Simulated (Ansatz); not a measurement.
Level of theory: PBE (plane waves to 420 eV, PAW; Ansatz, a quantum-chemistry and plane-wave program).

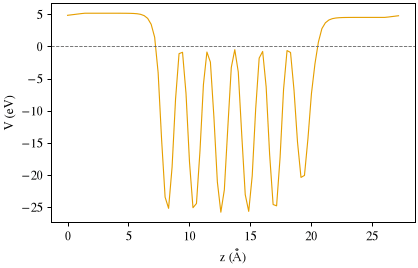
Planar average of the electrostatic potential across the slab, in eV from the Fermi level, for a constructed model of the (111) surface of fcc Rh, (√3x√3)R30° surface alloy, In on one Rh site of the top plane (bottom of the slab: a bare face, its two planes held)

Set-up: 18 atoms, 11.1 Å thick at the start with caps and adatoms (thin: gaps and levels are the slab's own); mesh 9x9x1; 0.1 eV smearing; dipole correction on; 6 atoms held, the rest relaxed; start symmetry kept, larger cells not searched; no spin, no spin-orbit, no U. It is one candidate, not shown to be the stable structure of the face.

The vacuum level lies 4.52 eV above the Fermi level over the top face and 5.17 eV above it under the bottom face.
